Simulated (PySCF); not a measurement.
```json
{"atom": "C", "x (Å)": "2.3228", "y (Å)": "0.1599", "z (Å)": "0.9512"}
{"atom": "P", "x (Å)": "0.6063", "y (Å)": "-0.5151", "z (Å)": "1.1456"}
{"atom": "C", "x (Å)": "-0.3264", "y (Å)": "1.0128", "z (Å)": "0.8348"}
{"atom": "C", "x (Å)": "-1.4070", "y (Å)": "1.0175", "z (Å)": "0.0689"}
{"atom": "C", "x (Å)": "-1.8910", "y (Å)": "-0.2246", "z (Å)": "-0.6216"}
{"atom": "F", "x (Å)": "-2.7769", "y (Å)": "0.1122", "z (Å)": "-1.6269"}
{"atom": "C", "x (Å)": "-0.7508", "y (Å)": "-1.0169", "z (Å)": "-1.1924"}
{"atom": "C", "x (Å)": "0.3829", "y (Å)": "-1.1848", "z (Å)": "-0.5282"}
{"atom": "H", "x (Å)": "2.4095", "y (Å)": "0.7532", "z (Å)": "0.0427"}
{"atom": "H", "x (Å)": "2.5570", "y (Å)": "0.7759", "z (Å)": "1.8175"}
{"atom": "H", "x (Å)": "3.0254", "y (Å)": "-0.6708", "z (Å)": "0.9183"}
{"atom": "H", "x (Å)": "0.0118", "y (Å)": "1.9040", "z (Å)": "1.3442"}
{"atom": "H", "x (Å)": "-1.9854", "y (Å)": "1.9082", "z (Å)": "-0.1281"}
{"atom": "H", "x (Å)": "-2.4682", "y (Å)": "-0.8469", "z (Å)": "0.0830"}
{"atom": "H", "x (Å)": "-0.9143", "y (Å)": "-1.4070", "z (Å)": "-2.1861"}
{"atom": "H", "x (Å)": "1.1968", "y (Å)": "-1.7686", "z (Å)": "-0.9343"}
```

Geometry: GFN2-xTB.

Method: PBE0/pcSseg-1, SCF density, gas phase, non-relativistic in PySCF.

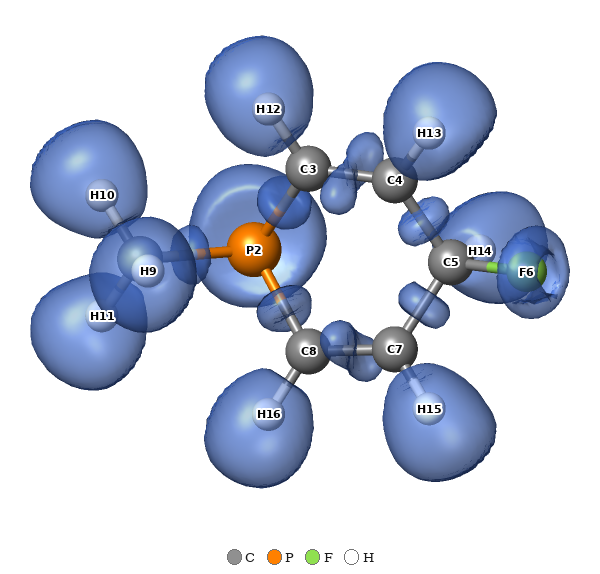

C₆H₈FP. Isosurface of the ELF at 0.85 (blue), seen at a tilt. Only the valence region is drawn (cores and ρ < 0.01 e/Å³ removed).

### Describe the localisation domains.

The surface consists of four regions between bonded C–C atoms (shared pairs), three regions between bonded C–P atoms (shared pairs), eight regions around hydrogen nuclei, one lobe on P, pointing away from the bonds (lone pairs) and one region wrapped around F (its lone pairs, merged into a ring or cap). Along the contacts the grid gives the following. C–C (1.32 Å): the ELF peaks at about 0.90 between the atoms (a multiple bond). C–F (1.38 Å): the ELF peaks at about 0.85 between the atoms (a shared but strongly polarised pair).
